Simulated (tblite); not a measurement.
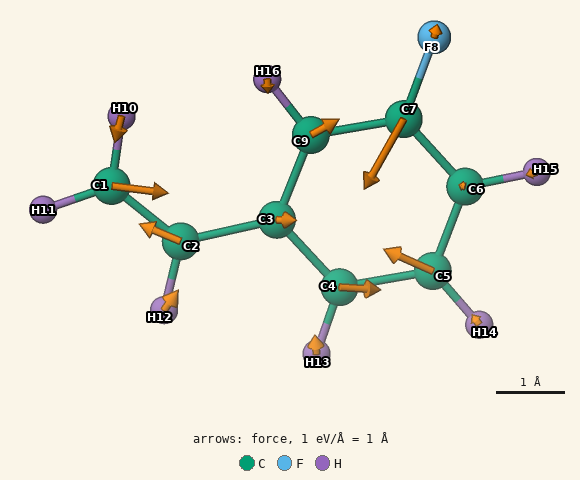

Starting geometry of C₈H₇F with the computed forces as orange arrows. Style: ball-and-stick. Shown at a tilt.

Level of theory: GFN2-xTB geometry optimisation, gas phase (tblite 0.8.0). 

> Is this structure relaxed? If not, where do the atoms go?

It isn't relaxed: the largest force vector, on C7, is 1.26 eV/Å. The final displacements follow the starting forces only in part (cosine between the two patterns 0.49). H10 moves most after the best rigid fit: 0.037 Å. Largest moves by element: H 0.037 Å, C 0.035 Å, F 0.023 Å. Some distances before and after: C4–C5 1.402 → 1.382 Å, C1–C2 1.343 → 1.327 Å, C1–H10 1.089 → 1.076 Å, C7–F8 1.340 → 1.352 Å. After 25 geometry steps the energy has fallen by 5.51 kJ/mol.
